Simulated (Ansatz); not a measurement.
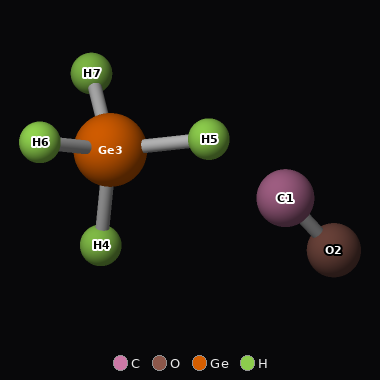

The system is the pair CO···GeH₄; the picture shows the reference structure. The turn is about an axis along (−0.87, −0.46, 0.19) in the frame of the relaxed pair, normal to the line between the partners. First axis: distance Ge3···C1. Second axis: turn of C1, O2 about Ge3. The scan uses a 9 × 9 grid. Energies are in kcal/mol, from the two partners far apart, frozen as in the relaxed pair, each in its own basis (no counterpoise correction). The calculation used RKS B3LYP-D4/def2-TZVPD (Ansatz 0.2.0).

Its coordinates:

```xyz
7

C    -0.3229   -0.4779   -2.4657
O    -0.4317   -0.0150   -3.4850
Ge    0.1505    0.0962    1.1885
H     1.0054    0.9973    0.2847
H    -1.3301    0.2508    0.8120
H     0.3494    0.5152    2.6543
H     0.5795   -1.3666    1.0111
```

Range: distance Ge3···C1 from 3.133 to 4.533 Å; turn of C1, O2 about Ge3 from −60 to 60°.

Question: What landscape does the calculation give?

Answer: The lowest grid point is at distance Ge3···C1 = 3.663 Å, turn of C1, O2 about Ge3 = 0°, −0.53 kcal/mol from the two partners far apart, frozen as in the relaxed pair, each in its own basis (no counterpoise correction). No other kind of well shows on this grid. The highest grid point, distance Ge3···C1 = 3.133 Å, turn of C1, O2 about Ge3 = 60°, lies 19.39 kcal/mol above the lowest. Round the minimum the two coordinates are weakly coupled (coupling 0.09 in units of the two stiffnesses).

| turn of C1, O2 about Ge3 ↓, distance Ge3···C1 → | 3.133 | 3.209 | 3.334 | 3.487 | 3.663 | 3.858 | 4.068 | 4.294 | 4.533 |
| --- | --- | --- | --- | --- | --- | --- | --- | --- | --- |
| 60 | 18.86 | 15.14 | 10.40 | 6.42 | 3.56 | 1.74 | 0.74 | 0.24 | 0.04 |
| 45 | 11.66 | 9.24 | 6.21 | 3.71 | 1.95 | 0.88 | 0.31 | 0.06 | −0.01 |
| 30 | 5.05 | 3.87 | 2.41 | 1.26 | 0.50 | 0.08 | −0.09 | −0.12 | −0.09 |
| 15 | 1.56 | 1.02 | 0.38 | −0.07 | −0.31 | −0.38 | −0.34 | −0.25 | −0.15 |
| 0 | 0.71 | 0.32 | −0.12 | −0.41 | −0.53 | −0.52 | −0.43 | −0.31 | −0.19 |
| −15 | 1.55 | 1.01 | 0.37 | −0.10 | −0.35 | −0.42 | −0.38 | −0.29 | −0.19 |
| −30 | 3.23 | 2.38 | 1.36 | 0.56 | 0.05 | −0.19 | −0.26 | −0.22 | −0.15 |
| −45 | 4.82 | 3.68 | 2.29 | 1.18 | 0.44 | 0.04 | −0.12 | −0.15 | −0.10 |
| −60 | 5.38 | 4.14 | 2.62 | 1.41 | 0.59 | 0.14 | −0.06 | −0.10 | −0.08 |

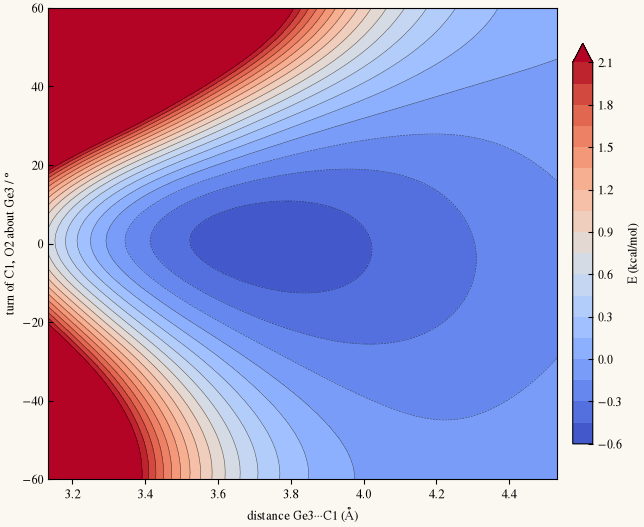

Drawn: filled contours, one colour for all values above the top of the scale. Between grid points the surface is interpolated.

The whole map (81 points run) took 12 min on 1 thread of Arm Neoverse V1, with other jobs on the host.
